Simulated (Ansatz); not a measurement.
**C$_{2}$H$_{8}$Ge (GeEtH3) (charge +1, doublet): density, localisation and related maps**

The calculation's input:

```
crystal:
  periodic: [false, false, false]
  atoms:
    - {symbol: Ge, position_ang: [-0.318155, -0.436280, -1.650490]}
    - {symbol: C, position_ang: [-0.261105, -0.398384, 0.674989]}
    - {symbol: C, position_ang: [0.530601, 0.758714, 1.118095]}
    - {symbol: H, position_ang: [0.180580, -1.403894, 0.747520]}
    - {symbol: H, position_ang: [-1.357455, -0.358161, 0.764385]}
    - {symbol: H, position_ang: [0.509430, 0.717034, 2.239304]}
    - {symbol: H, position_ang: [1.596172, 0.707067, 0.846895]}
    - {symbol: H, position_ang: [0.090792, 1.733727, 0.857705]}
    - {symbol: H, position_ang: [1.187336, -0.501014, -1.909464]}
    - {symbol: H, position_ang: [-1.024741, 0.900463, -1.877706]}
    - {symbol: H, position_ang: [-1.133453, -1.719272, -1.811244]}
basis:
  gaussian: {orbitals: def2-TZVP, initial_orbitals: start.molden}
total_charge: 1
magnetization: {spin_polarized: true, initial_magnetization: 1}
hamiltonian: {xc: pbe0, dispersion: d4}
scf: {omitted_lower_state_checks: [starts]}
output: {orbitals: {seedname: orbitals}}
```

Run with:

```sh
ansatz run in.yaml --threads 4 --pin off --events-out ev --progress --plain --max-ram 3916MiB
```

Geometry: B3LYP-D4/def2-SVP.

These are results of UKS PBE0-D4/def2-TZVP (Ansatz), not measurements.

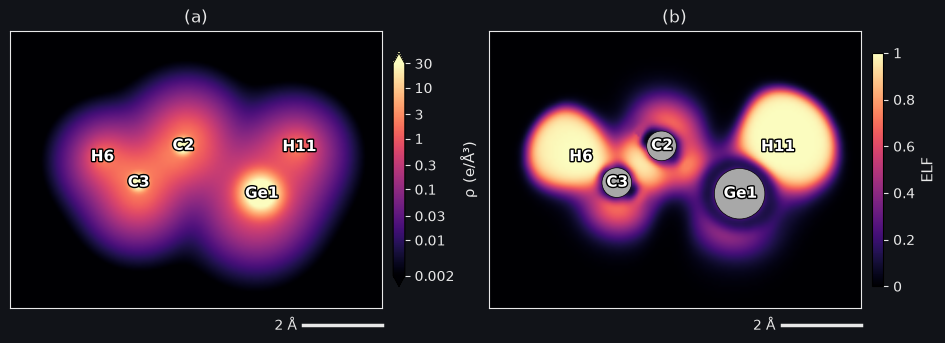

Figure 1. (a) total electron density; (b) electron localisation function on the plane of atoms C2, C3 and H6. Grey discs cover the atomic cores in the ELF map.

What does the map show?

Answer. The plane passes through Ge, C and H nuclei.
C–C (1.47 Å): ρ at the midpoint is about 1.8 e/Å³; the ELF peaks at about 0.95 between the atoms (a shared electron pair).
C–Ge (2.33 Å): the density is about 0.37 e/Å³ at the midpoint; the ELF peaks at about 0.75 in the valence shell of C, 0.8 Å from its nucleus, and is about 0.55 at the midpoint.
C–H (1.12 Å): ρ at the midpoint is about 1.8 e/Å³; the ELF climbs to about 1 towards the hydrogen, as it does in any bond to H; a covalent bond by its length.
Ge–H (1.53 Å): the density is about 1.1 e/Å³ at the midpoint; the ELF climbs to about 1 towards the hydrogen.

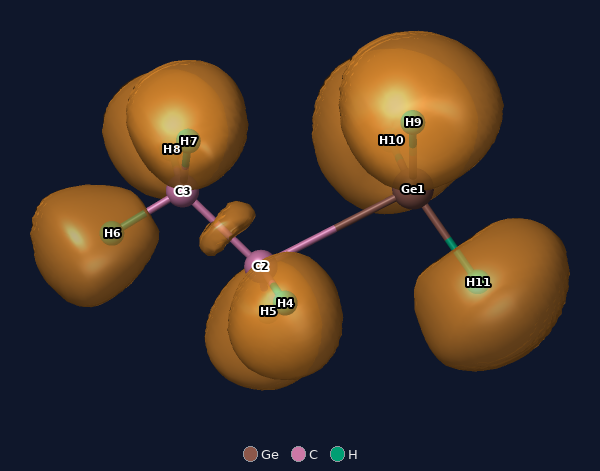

Figure 2. Isosurface of the electron localisation function at 0.85 (orange), seen across its widest extent. Only the valence region is drawn (cores and ρ < 0.01 e/Å³ removed).

Where are the electrons localised?

Answer. The surface consists of one region between bonded C–C atoms (shared pairs) and eight regions around hydrogen nuclei.

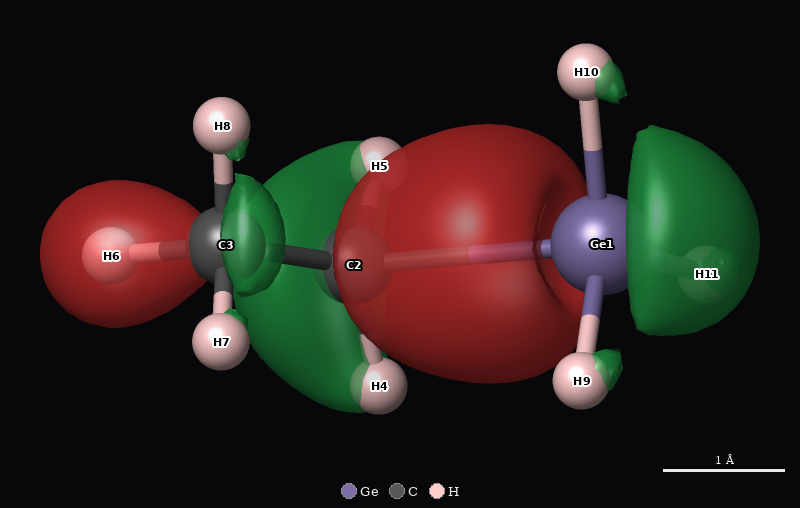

Figure 3. One frontier orbital at ±0.15 Å⁻³ᐟ² (green and red are the two phases), seen from one side.

Which orbital is it: HOMO (β) or LUMO (β)?

Answer. The LUMO (β), at −10.22 eV. It lies mainly on Ge1 (about 35 %), C2 (about 35 %) and C3 (about 10 %).

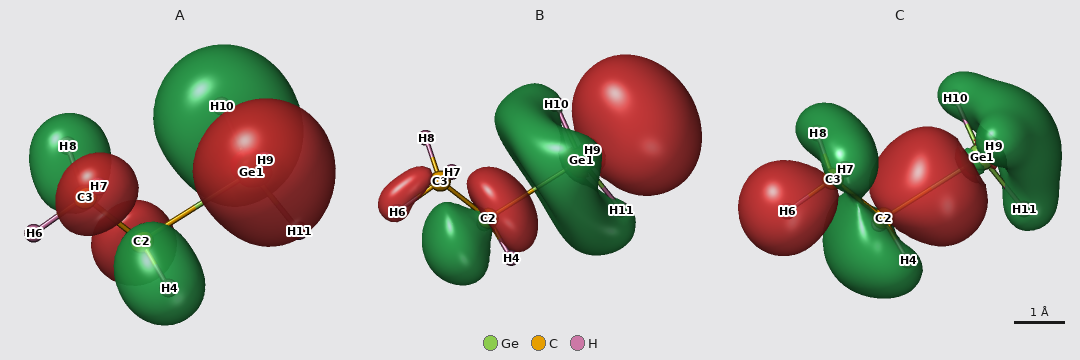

Figure 4. Three frontier orbitals at ±0.08 Å⁻³ᐟ² (green and red are the two phases), in no order.

Which picture is the HOMO−1, the HOMO and the LUMO? All are α orbitals.

Answer. A is the HOMO−1 (α) (−15.51 eV). It lies mainly on Ge1 (about 35 %), H10 (about 20 %), H9 (about 20 %) and C2 (about 5 %). C is the HOMO (α) (−13.61 eV). It lies mainly on C2 (about 35 %), Ge1 (about 25 %), C3 (about 15 %) and H6 (about 10 %). B is the LUMO (α) (−6.07 eV). By Hirshfeld shares it lies mainly on Ge1 (about 60 %) and C2 (about 20 %).

What is the gap between the highest occupied and lowest empty α orbitals?

Answer. 7.54 eV between the orbital energies.
